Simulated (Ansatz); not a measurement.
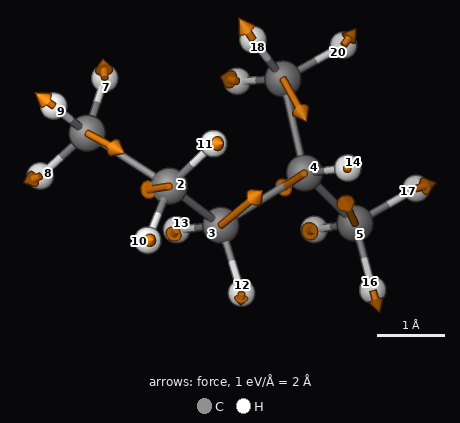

Starting geometry of C6H14 with the computed forces as orange arrows. The picture is a ball-and-stick view, seen at a tilt.

The start comes from GFN2-xTB.

All numbers below come from RKS PBE0-D4/def2-TZVP in Ansatz. (force threshold 0.005 eV/Å; at most 150 steps)

**Is this structure relaxed? If not, where do the atoms go?**

It isn't relaxed: the largest force vector, on a C atom, is 0.59 eV/Å. The final displacements have little in common with the starting forces (cosine between the two patterns 0.14). The atom that moves furthest after the best rigid fit is an H atom (0.11 Å). By element the largest moves are H 0.11 Å, C 0.05 Å. Some distances before and after: C–C 1.528 → 1.522 Å, C–H 1.086 → 1.092 Å. Over 5 geometry steps the energy falls by 0.47 kcal/mol. The largest force component goes from 0.53 to 0.0027 eV/Å. The run took about 12 s of wall time on a shared GPU.
